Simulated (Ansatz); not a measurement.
## Fields on a plane of ScPt3 (Cu3Au type)

```yaml
crystal:
  lattice:
    - [3.92239, 0.00000, 0.00000]
    - [0.00000, 3.92239, 0.00000]
    - [0.00000, 0.00000, 3.92239]
  atoms:
    - { symbol: Sc, position: [0.00000, 0.00000, 0.00000] }
    - { symbol: Pt, position: [0.50000, 0.50000, 0.00000] }
    - { symbol: Pt, position: [0.00000, 0.50000, 0.50000] }
    - { symbol: Pt, position: [0.50000, 0.00000, 0.50000] }
```

The slice is a {110} plane (indices of the conventional cell) through the point (0.000, 0.500, 0.500) (fractional), spanned by u = [100] and v = [011] in vectors of this cell: u (3.92 Å) and v (5.55 Å, at 90° to u). It covers one period; positions are fractions (u, v).

Atoms on it: Sc at (0.00, 0.50); Pt at (0.00, 0.00).

Level of theory: LDA (plane waves to 420 eV, PAW, scalar-relativistic; Ansatz, a program for electronic structure). k mesh 12×12×12. These are valence fields of a PAW run, semicore shells included where kept as valence: close to a nucleus they are smooth pseudo fields. ScPt3 is run without spin polarisation. ScPt3 was relaxed with its symmetry unable to fall. Spin-orbit coupling is left out, though Pt is heavy.

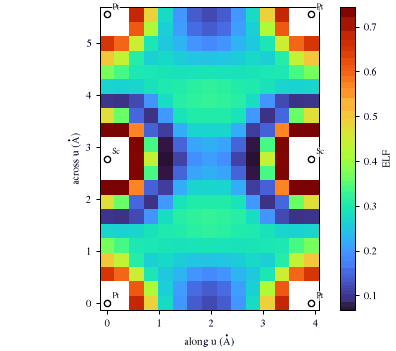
Electron localisation function (ELF), one period of the plane, atoms marked. Points within 0.5 Å of a nucleus are left white, as the pseudised field means little there.

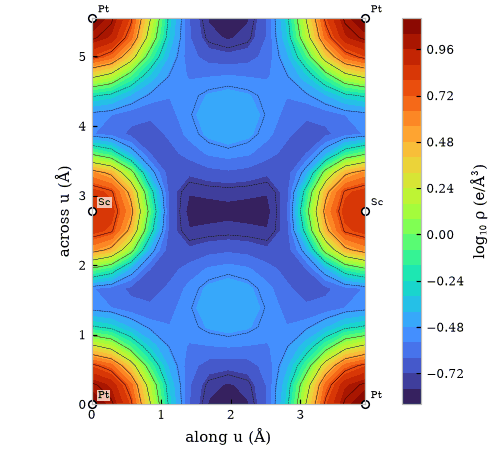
Fig. 1. Log₁₀ of the valence density in e/Å³, one period of the plane, atoms marked. The scale is logarithmic, as a density can span decades between atoms and voids.

The density on the Sc–Pt line (2.77 Å) at its density minimum, 1.2 Å from Sc comes out as 0.25 e/Å³ and the ELF at that point is 0.1.
